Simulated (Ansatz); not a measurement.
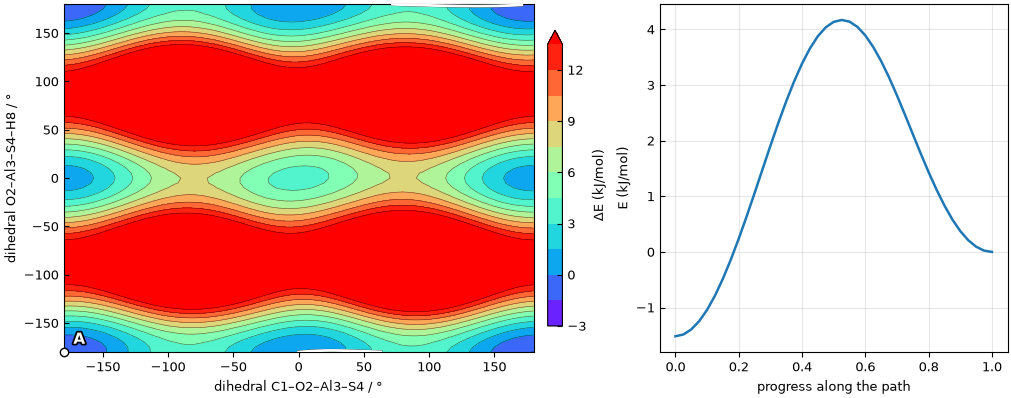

CH₄AlOS, SMILES C[O][Al][SH], spin multiplicity 2. First axis: dihedral C1–O2–Al3–S4. Second axis: dihedral O2–Al3–S4–H8. Nothing is relaxed (all other coordinates rigid). Grid: 18 × 18 points. Points are written as (first, second). All energies are given in kJ/mol relative to the relaxed molecule at the same level. Level of theory: Ansatz, UKS PBE0-D4/def2-SVP.

Drawn: filled contours, a line along the lowest path, one colour for all values above the top of the scale, the energy along the path at the right, the start A. Between grid points the surface is interpolated.

**Describe the path and its barrier.**

The easiest path leads from the well at (−180°, −180°) to the well at (0°, −180°), about 1.5 kJ/mol higher (on a rigid scan; wells that are mirror images or exchange like atoms can differ by this much). Its highest point lies about 5.7 kJ/mol above the bottom of the first well on the interpolated surface, at about (85°, 180°). Seen from the upper well the barrier is about 4.2 kJ/mol. This is the barrier on the constrained surface; relaxing the other coordinates would change it.
